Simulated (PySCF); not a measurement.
# Hg₂O: singlet, from a linear start

The task is one start of a wider search on Hg₂O: the singlet, from a linear start. It is relaxed, tested by its Hessian and followed downhill if it is a saddle.

The runs use PySCF 2.14.0; PBE, basis O def2-SVP, Hg def2-SVP with ECP60, scalar-relativistic core potentials, no spin–orbit coupling, density fitting.

## Step 1: Starting geometry

3 atoms, charge 0, spin multiplicity 1.

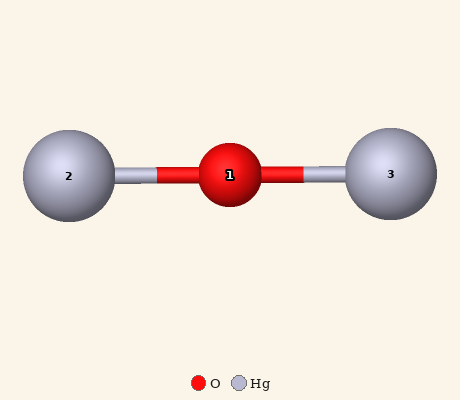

As it starts; oxygen red, mercury light grey; atoms are numbered from 1 in the order of the file.

Z-matrix (Å, degrees; charge 0 multiplicity 1):
```
O
Hg 1 1.9600
Hg 1 1.9600 2 180.00
```

## Step 2: The SCF at the typed geometry

The steps below are one call of a driver around PySCF. For each, scf.py gives the equivalent set-up of the SCF; relaxations use the driver's own optimiser. After this first run the driver tries any further starts and a stability analysis.

Contents of scf.py:

```python
from pyscf import gto, scf, dft
mol = gto.M(atom='''
O      0.000000     0.000000     0.000000
Hg     0.000000     0.000000     1.960000
Hg     0.000000     0.000000    -1.960000''',
    basis={'O': 'def2-SVP', 'Hg': 'def2-SVP'},
    ecp={'Hg': 'def2-SVP'},
    charge=0, spin=0)
mf = dft.RKS(mol, xc='PBE')
mf.grids.atom_grid = (50, 194)
aux = {'O': 'def2-universal-JKFIT', 'Hg': 'def2-universal-JKFIT'}
mf = mf.density_fit(auxbasis=aux)
mf.conv_tol = 1e-08
mf.diis_space = 10
mf.max_cycle = 60
mf.init_guess = 'minao'
mf.verbose = 4
mf.kernel()
```

Started as:

```
OMP_NUM_THREADS=2 python axn.py task.json out
```

Log:

```text
init E= -358.898878551391
  HOMO = -1.09597186769232  LUMO = -1.01981780785116  gap/eV = 2.07226
cycle= 1 E= -380.568732573918  delta_E= -21.7  |g|= 2.42  |ddm|= 22.6
  HOMO = 0.051263796575992  LUMO = 0.0966961002760019  gap/eV = 1.23628
cycle= 2 E= -370.400518239867  delta_E= 10.2  |g|= 6.61  |ddm|= 9.59
  HOMO = -0.241603452486661  LUMO = -0.189422045729234  gap/eV = 1.41993
cycle= 3 E= -381.486629469265  delta_E= -11.1  |g|= 1.64  |ddm|= 5.99
  HOMO = -0.195434864489507  LUMO = -0.146893037146015  gap/eV = 1.32089
cycle= 4 E= -381.963103438739  delta_E= -0.476  |g|= 0.742  |ddm|= 2.05
  HOMO = -0.199643276566358  LUMO = -0.146473790076911  gap/eV = 1.44682
cycle= 5 E= -382.058986874217  delta_E= -0.0959  |g|= 0.204  |ddm|= 0.599
  HOMO = -0.201610974569953  LUMO = -0.14526100840542  gap/eV = 1.53336
cycle= 6 E= -382.060688920126  delta_E= -0.0017  |g|= 0.175  |ddm|= 0.141
  HOMO = -0.219635677067825  LUMO = -0.155084720364588  gap/eV = 1.75652
cycle= 7 E= -382.067361327701  delta_E= -0.00667  |g|= 0.0125  |ddm|= 0.162
  HOMO = -0.217795875568605  LUMO = -0.153873887071239  gap/eV = 1.73941
cycle= 8 E= -382.067398743186  delta_E= -3.74e-05  |g|= 0.00247  |ddm|= 0.0216
  HOMO = -0.217969096466579  LUMO = -0.153880408906844  gap/eV = 1.74394
cycle= 9 E= -382.067400048994  delta_E= -1.31e-06  |g|= 0.000374  |ddm|= 0.00285
  HOMO = -0.217930662254305  LUMO = -0.153867058281257  gap/eV = 1.74326
cycle= 10 E= -382.06740007993  delta_E= -3.09e-08  |g|= 1.61e-05  |ddm|= 0.000387
  HOMO = -0.217932165442269  LUMO = -0.15386764652726  gap/eV = 1.74328
cycle= 11 E= -382.067400079987  delta_E= -5.74e-11  |g|= 3.45e-07  |ddm|= 1.59e-05
  HOMO = -0.217932012467083  LUMO = -0.1538675632892  gap/eV = 1.74328
Extra cycle  E= -382.067400079988  delta_E= -3.41e-13  |g|= 1.3e-06  |ddm|= 1.5e-06
converged SCF energy = -382.067400079988
```

This step, with its further starts and checks, ran for 25 s (2 threads of Intel Xeon Platinum 8259CL at 2.50GHz (Skylake/Cascade Lake), shared host).

The starts that the driver tried:

```
                      start  energy (Eh)
    the minimal-basis guess  -382.067400
a thermally smeared density  -382.067400
      a smeared PBE density  -382.067400
```

No lower closed-shell solution turned up from the other starts or in the test of internal stability.

## Step 3: Relaxing the singlet from the linear start

The program finds D∞h symmetry in the start, which this walk keeps.

Edit scf.py of step 2 so:

```diff
@@ -16 +15,0 @@
-mf.init_guess = 'minao'
```

Energy and gradient, step by step:

```
step  energy (Eh)  change (kJ/mol)  largest symmetric gradient (Eh/bohr)
   0  -382.067400             0.00                               0.03306
   1  -382.072593           -13.63                               0.00810
   2  -382.073006           -14.72                               0.00174
   3  -382.073029           -14.78                               0.00013
   4  -382.073029           -14.78                               0.00000
```

The walk took 15 s.

Geometry (Å) and forces (eV/Å) at some steps:

```
step 0
O    0.000   0.000   0.000   0.000   0.000   0.000
Hg   0.000   0.000   1.960   0.000   0.000   1.700
Hg   0.000   0.000  -1.960   0.000   0.000  -1.700
step 1
O    0.000   0.000   0.000   0.000   0.000   0.000
Hg   0.000   0.000   2.029   0.000   0.000   0.416
Hg   0.000   0.000  -2.029   0.000   0.000  -0.416
step 2
O    0.000   0.000   0.000   0.000   0.000   0.000
Hg   0.000   0.000   2.052   0.000   0.000   0.090
Hg   0.000   0.000  -2.052   0.000   0.000  -0.090
step 3
O    0.000   0.000   0.000   0.000   0.000   0.000
Hg   0.000   0.000   2.058   0.000   0.000   0.007
Hg   0.000   0.000  -2.058   0.000   0.000  -0.007
step 4
O    0.000   0.000   0.000   0.000   0.000   0.000
Hg   0.000   0.000   2.058   0.000   0.000   0.000
Hg   0.000   0.000  -2.058   0.000   0.000   0.000
```

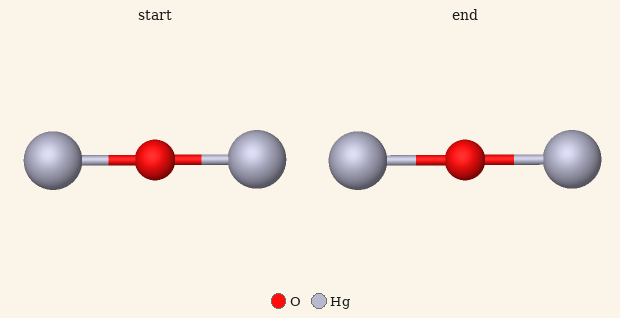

Start and end of the relaxation.

End point (D∞h, 4 steps, 14.8 kJ/mol gained): O–Hg 2.058 Å (×2); Hg–O–Hg 180.0°.

## Step 4: Vibrations and properties at this point

The point is checked on the finer grid, and tightened if its gradient asks for it. The Hessian and the dipole derivatives come from central differences of analytic gradients, with steps of 0.02 bohr.

Edit scf.py of step 3 so:

```diff
@@ -3,3 +3,3 @@
-O      0.000000     0.000000     0.000000
-Hg     0.000000     0.000000     1.960000
-Hg     0.000000     0.000000    -1.960000''',
+O      0.000000     0.000000    -0.000000
+Hg     0.000000    -0.000000     2.058560
+Hg    -0.000000     0.000000    -2.058560''',
@@ -10 +10 @@
-mf.grids.atom_grid = (50, 194)
+mf.grids.atom_grid = (75, 302)
@@ -13 +13 @@
-mf.conv_tol = 1e-08
+mf.conv_tol = 1e-10
```

The driver hands on the density of the step before, so the log starts near convergence.

Log of the central SCF (cycles and frontier levels):

```text
init E= -382.072957154985
  HOMO = -0.207926018646523  LUMO = -0.161421619192311  gap/eV = 1.26545
cycle= 1 E= -382.07295715493  delta_E= 5.43e-11  |g|= 1.31e-05  |ddm|= 3.29e-05
  HOMO = -0.207922090906367  LUMO = -0.161420082816043  gap/eV = 1.26538
cycle= 2 E= -382.07295715382  delta_E= 1.11e-09  |g|= 5.88e-05  |ddm|= 0.000148
  HOMO = -0.207925278049606  LUMO = -0.161421278593433  gap/eV = 1.26544
cycle= 3 E= -382.072957154987  delta_E= -1.17e-09  |g|= 9.35e-07  |ddm|= 0.000122
  HOMO = -0.207925312167551  LUMO = -0.161421316385322  gap/eV = 1.26544
cycle= 4 E= -382.072957154985  delta_E= 1.36e-12  |g|= 3.37e-07  |ddm|= 1.27e-06
  HOMO = -0.207925209881626  LUMO = -0.16142128167489  gap/eV = 1.26544
Extra cycle  E= -382.072957154986  delta_E= -4.55e-13  |g|= 1.5e-06  |ddm|= 3.62e-06
converged SCF energy = -382.072957154986
```

The whole step took 25 s.

Geometry: D∞h; O–Hg 2.059 Å (×2); Hg–O–Hg 180.0°.

Modes, for the most abundant isotopes:

```tsv
symmetry	ω (cm⁻¹)	IR (km/mol)
πu	112	41.9
σg+	133	0.0
σu+	489	81.5
```

All wavenumbers are real: a minimum.

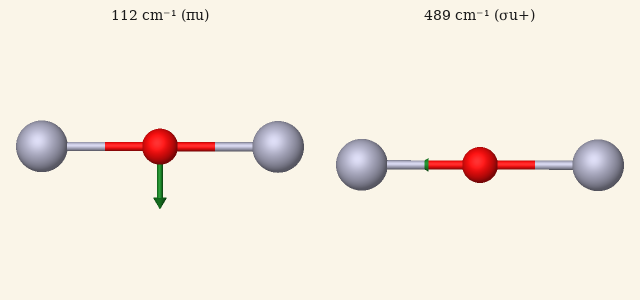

How the atoms move in 2 of the modes.

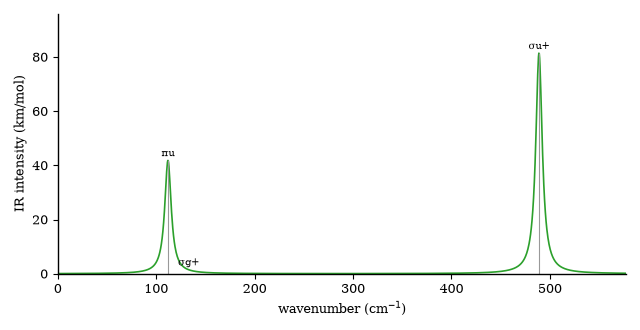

The harmonic infrared spectrum (widths in cm⁻¹). Lines are broadened to a width of 8 cm⁻¹ (Lorentzian).

Properties at this point:

- Dipole moment: 0.00 D
- Highest occupied level: -5.66 eV
- Lowest empty level: -4.39 eV
- Rotational constants: 0.009848 cm⁻¹
- Zero-point energy: 5.1 kJ/mol
- Principal polarisabilities: 51.9, 51.9, 217.3 bohr³
- Atomisation energy without zero-point energy: 145 kJ/mol
- Principal traceless quadrupole moments about the centre of mass: -3.96, -3.96, 7.92 D Å
- Entropy at 298.15 K and 1 bar: 311.6 J/(mol K)
- Heat capacity Cp at 298.15 K: 58.7 J/(mol K)
- Enthalpy at 298.15 K above 0 K: 14.79 kJ/mol
- Rotational symmetry number: 2

Populations by atom (charges in e):

| atom | Mulliken | Löwdin | polar tensor | Mayer order to O1 |
| --- | --- | --- | --- | --- |
| O1 | -0.52 | -0.32 | -0.01 | – |
| Hg2,3 | 0.26 | 0.16 | 0.00 | 0.92 |

Mulliken populations on O1: s 3.90, p 4.61, d 0.00.

## Step 5: Would spin polarisation lower it?

At the lowest minimum the closed shell is tested against spin polarisation, on the (50, 194) grid. It is stable.

## Step 6: Fields at the lowest minimum

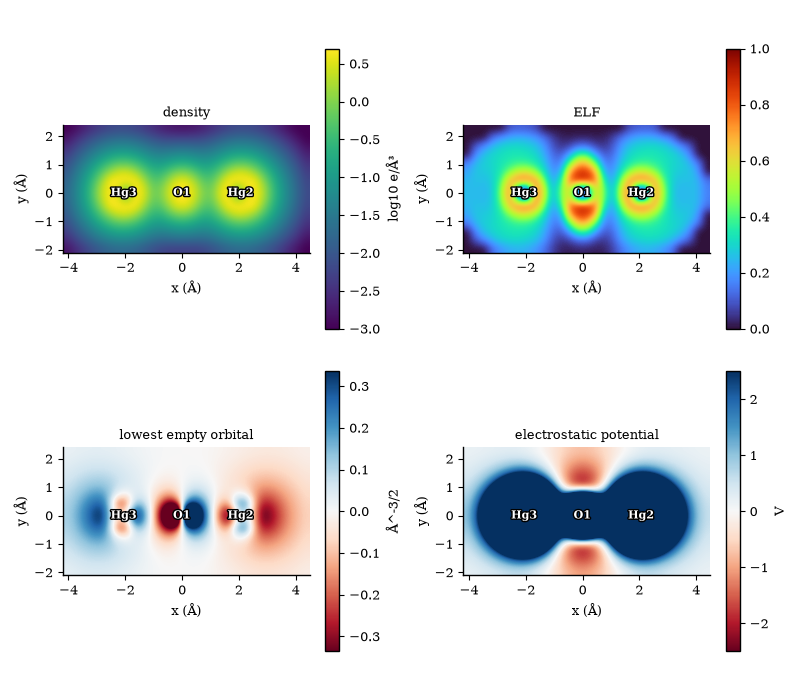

The plane holds O1 at (0.00, 0.00), Hg2 at (2.06, 0.00), Hg3 at (-2.06, 0.00) Å. ELF is set to 0 where the density is under 0.005 e/Å³; an orbital's overall sign is arbitrary. The potential's colours end at ±2.5 V. Electrons inside core potentials are absent.

Values on the line from O1 (at 0) through Hg2 (at 2.059 Å):

```
distance (Å)  density (e/Å³)    ELF  electrostatic potential (V)
       -0.72            1.01  0.512                         13.3
        0.82           0.748   0.32                         11.1
        1.03            0.77  0.211                         14.9
        1.24            1.85  0.414                         31.4
        2.78            3.32  0.571                         49.4
        2.98            1.03  0.357                         20.8
        3.19           0.377  0.266                          9.9
```

Making the fields ran for 1.2 s (2 threads of Intel Xeon Platinum 8259CL at 2.50GHz (Skylake/Cascade Lake), shared host).

## Step 7: Results

```
                                 quantity                              value
                                  minimum                       singlet, D∞h
                                 geometry  O–Hg 2.059 Å (×2); Hg–O–Hg 180.0°
                       wavenumbers (cm⁻¹)     112 (πu), 133 (σg+), 489 (σu+)
                            dipole moment                             0.00 D
     highest occupied, lowest empty level                    -5.66, -4.39 eV
                polar-tensor charge of O1                            -0.01 e
                        zero-point energy                         5.1 kJ/mol
                      entropy at 298.15 K                    311.6 J/(mol K)
atomisation energy (no zero-point energy)                         145 kJ/mol
```

In words: The molecule stays D∞h, as typed, and the end point is a minimum. The strongest infrared band lies at 489 cm⁻¹ (σu+). Other starts or spin states, not run here, may lie lower. With an element this heavy the missing spin–orbit coupling can shift these numbers.

The search up to here took 67 s.
